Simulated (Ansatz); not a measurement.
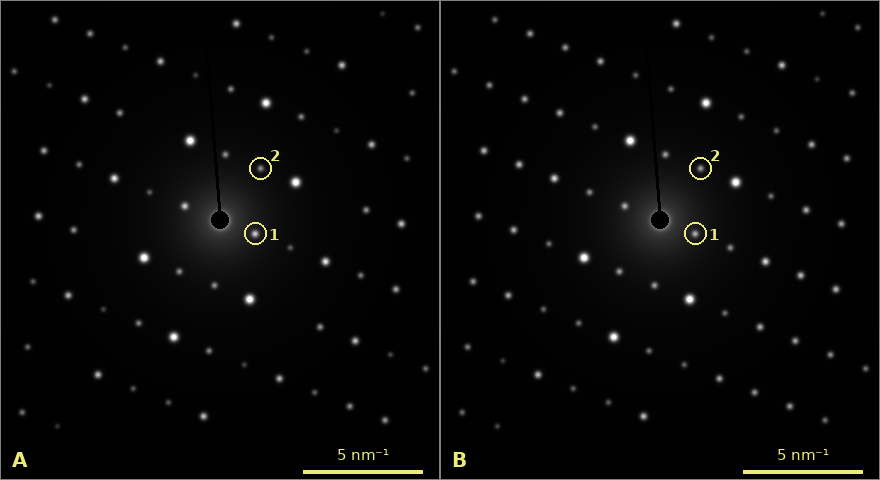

Kinematic electron diffraction patterns (300 kV, B = 0.5 Å², same scale) along [100] of the run's own cell, for the start and the end of one relaxation of Cd2ClO2 with DFT, PAW plane waves, pbe in Ansatz 0.2.0. k mesh 7×7×7. The start is a generated model structure, and the relaxation ends in the nearest stationary point of its symmetry, not necessarily the ground state. Spot 1 is 0 0 -1 and spot 2 is 0 1 0 in both.

Start structure:

```yaml
crystal:
  lattice:
    - [0.00000, 3.76343, 0.00000]
    - [3.76343, 0.00000, 0.00000]
    - [1.88172, 1.88172, -6.25635]
  atoms:
    - { symbol: Cd, position: [0.15000, 0.15000, 0.70000] }
    - { symbol: Cd, position: [0.85000, 0.85000, 0.30000] }
    - { symbol: O, position: [0.75000, 0.25000, 0.50000] }
    - { symbol: O, position: [0.25000, 0.75000, 0.50000] }
    - { symbol: Cl, position: [0.50000, 0.50000, 0.00000] }
```

### Which pattern belongs to the start structure, and which to the relaxed one?

B is the start: its cell gives d(1) = 6.256 Å, d(2) = 3.604 Å and an angle of 73.3°. The spot positions hardly differ, so the intensities decide: those computed from the start structure match B, and A is the relaxed structure.

### Name reflections whose intensity changes strongly on relaxation.

0 1 3 fades out of sight; 0 0 4 goes from 17 to 4.1 % of the strongest spot; 0 1 4 goes from 13 to 7.1 % of the strongest spot; 0 1 5 goes from 11 to 19 % of the strongest spot.

### What did the relaxation do to the structure and the energy?

The cell was held fixed; with the mean shift removed, the atoms moved by up to 0.10 Å relative to the cell (Cd most); the space group stayed I4/mmm (No. 139); the free energy fell by 18 meV an atom.
